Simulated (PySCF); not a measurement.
Vertical excitations of a molecule C2H6OSi from TDA-B3LYP/def2-SVPD (PySCF), as energy in eV (oscillator strength): 6.41 (0.006), 6.55 (0.013), 7.05 (0.003), 7.19 (0.242), 7.52 (0.014), 7.62 (0.110), 7.79 (0.057), 8.05 (0.070), 8.10 (0.037), 8.21 (0.034). Lowest triplet (TDA): 4.28 eV. Coordinates come from a ωB97X-D3(BJ)/def2-SVP optimisation. The values are those of a single conformer.

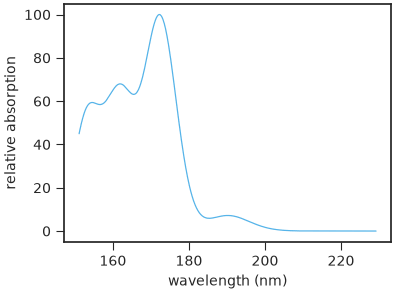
*The lines broadened by 0.4 eV.*

### Question
Which molecule gave these data?
A. CC(=O)[SiH3]
B. C=C[SiH2]O
C. O=CC[SiH3]
D. C=CO[SiH3]

### Answer
B, C=C[SiH2]O
